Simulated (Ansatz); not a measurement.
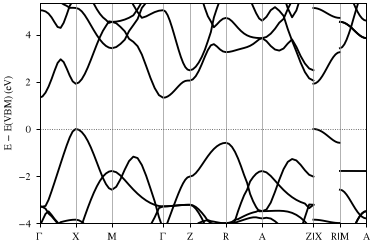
Fig. 1. Band structure from DFT-r²SCAN in the program Ansatz with PAW potentials

Problem. Read off the gap and where the band edges lie.

Solution. About 1.3 eV (1.32 eV by a search for the band edges); maximum at X, minimum at Γ.

The material is SiSnO3 in space group P4mm (No. 99; Si on 1b, Sn on 1a, O on 1b, O on 2c).

The cell is a constructed one: a structure type filled with these elements; neither database checked (COD, Materials Project) lists it. Its standing as an ambient phase is unchecked. The r²SCAN relaxation kept the symmetry of its start; its stability against distortions is not shown here. Scalar-relativistic: spin–orbit coupling is off unless named, which matters more the heavier the elements.

Potentials: the earlier of the program's two PAW sets.
